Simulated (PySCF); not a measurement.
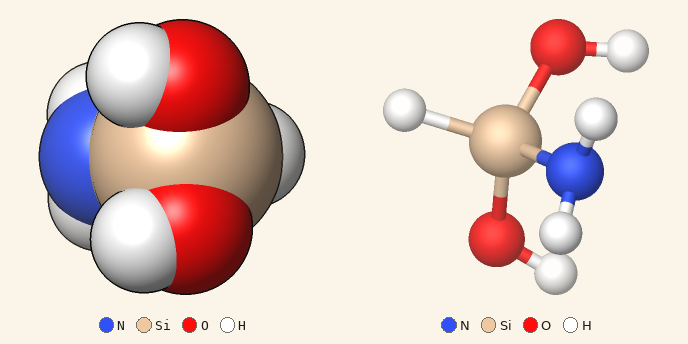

Two views of one molecule.

The computed structure is the end point of a PBE0-D3(BJ)/def2-SVP optimisation. No frequency run is at hand to confirm it as a minimum.

Which formula does it have?

H₅NO₂Si, 9 atoms: 5 hydrogen, 1 nitrogen, 2 oxygen and 1 silicon.

Write the SMILES.

N[SiH](O)O

Name some functional groups or characteristic bonds that it holds.

Among them: Si–H bond, Si–O bond, Si–N bond.

How many bonds of each kind are drawn?

2 O–Si, 2 N–H, 2 O–H, 1 N–Si, 1 Si–H.

More results for the same structure follow; atom numbers are the same in all pictures, views and colours differ.

Levels of theory compared

No frequency run is at hand to confirm it as a minimum. Program: PySCF 2.14.0.

Compare dipole (D), HOMO–LUMO gap (eV) at these levels: BHandHLYP/pcSseg-2; CAM-B3LYP/pcSseg-2; PBE0/IGLO-III; PBE0/cc-pVTZ; PBE0/def2-SVP; ωB97X-D/pcSseg-2.

```
             level  dipole (D)  HOMO–LUMO gap (eV)
BHandHLYP/pcSseg-2        3.08                9.94
CAM-B3LYP/pcSseg-2        3.07               10.17
     PBE0/IGLO-III        2.96                8.10
      PBE0/cc-pVTZ        3.02                8.48
     PBE0/def2-SVP        3.27                8.85
  ωB97X-D/pcSseg-2        3.06               11.70
```

Charges

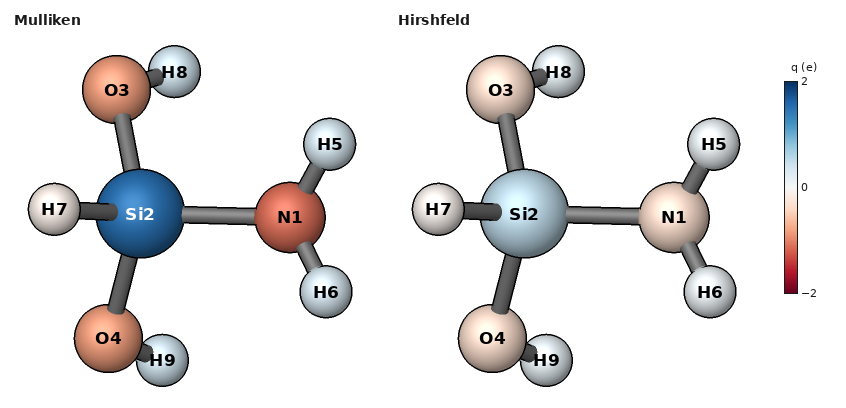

Atomic charges of one calculation by 2 schemes, on one colour scale. No frequency run is at hand to confirm it as a minimum. Level of theory: PBE0/pcSseg-0 (PySCF 2.14.0).

Which scheme gives the most polar picture (largest mean size of the charges)?

The Mulliken charges are the largest in size here.

On which atom do the schemes disagree most?

On Si2 (from 0.51 to 1.51 e).

List the charges (e), one line for each set of equivalent atoms. Atoms whose distances differ by more than 0.02 Å in this geometry are listed apart.

```tsv
atom	Mulliken	Hirshfeld
N1	−1.11	−0.34
Si2	1.51	0.51
O3, O4	−0.84	−0.34
H5	0.32	0.12
H6	0.32	0.12
H7	−0.14	−0.08
H8	0.38	0.17
H9	0.38	0.17
```

NMR shielding

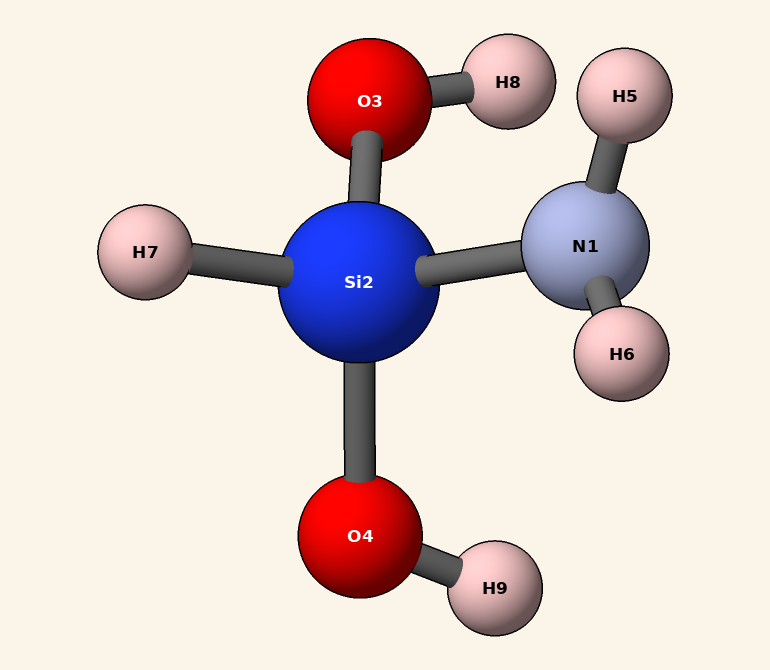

No frequency run is at hand to confirm it as a minimum. Level of theory: GIAO PBE0/def2-TZVP NMR shielding, non-relativistic, gas phase (PySCF 2.14.0). Principal shieldings σ11 ≤ σ22 ≤ σ33, span Ω = σ33 − σ11, skew κ = 3(σiso − σ22)/Ω.

Give the shielding tensors of the Si atoms.

```csv
atom,σ11,σ22,σ33,σiso,Ω,κ
Si2,356.1,369.4,388.3,371.3,32.2,0.18
```

Shieldings and span in ppm.

Mulliken values depend strongly on the basis set and can even reverse the polarity of a bond.
